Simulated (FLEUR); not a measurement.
## Converging the k-point mesh: Ta (Im-3m, 1 atom in the cell)

```
Ta
1.0
   -1.65825     1.65825     1.65825
    1.65825    -1.65825     1.65825
    1.65825     1.65825    -1.65825
Ta
1
Direct
  0.00000   0.00000   0.00000
```

Method: FLEUR with PBE, all-electron FLAPW (FLEUR), scalar-relativistic valence.

Base settings: Kmax = 4 1/bohr; GmaxXC = 20 1/bohr; xcFunctional = pbe; jspins = 1; l_soc = F; mode = hist; fermiSmearingEnergy = 0.00367493 Htr; mesh (inpgen div1-3) = 6 6 6; inpgen gamma flag = true; Gmax = 20 1/bohr.

Moved along: kpt_gamma.

The second cell is the first with its lattice scaled by 0.98.

Only quantities that move along the ladder and can be compared are tabulated.

Core times come from one kind of shared machine, to one figure; runs under 30 s give none.

The starting cell has typed, rounded lattice constants, without a prior relaxation at this level. Its lattice was rescaled by up to half a per cent. Spin polarisation is off. Values depend on the basis (sphere radii, cutoffs, local orbitals), which need not be converged.

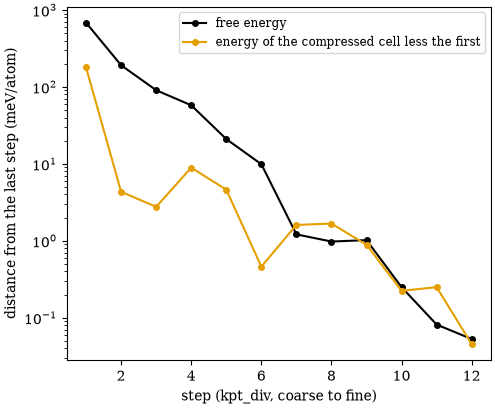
*Distance from the last step along the ladder; very small values are drawn at a floor.*

```csv
kpt_div,free energy less the last step's (meV/atom),energy of the compressed cell less the first (meV/atom),core time / last (rough)
2 2 2,-683.69,-129.76,–
3 3 3,-191.40,44.98,–
4 4 4,-90.64,52.06,–
6 6 6,57.69,58.22,–
7 7 7,-20.99,53.91,–
9 9 9,9.89,49.76,–
11 11 11,-1.21,47.70,–
13 13 13,-0.98,50.97,–
16 16 16,1.02,50.19,0.2
20 20 20,-0.25,49.53,0.2
24 24 24,0.08,49.05,0.5
30 30 30,-0.05,49.26,1.0
33 33 33,0.00,49.30,1
```

Coarsest kpt_div that holds the free energy within 2 meV/atom of the last step, with all finer ones: 11 11 11; the step before is off by 9.9 meV/atom.

Coarsest kpt_div that holds the energy of the compressed cell less the first within 1 meV/atom of the last step, with all finer ones: 16 16 16, at about 0.2 of the last step's time; the step before is off by 1.7 meV/atom.

The energy difference between the two cells stays within 1 meV/atom of the last step's from 16 16 16 on, the total only from 20 20 20 on: much of the error is common to both cells and cancels.
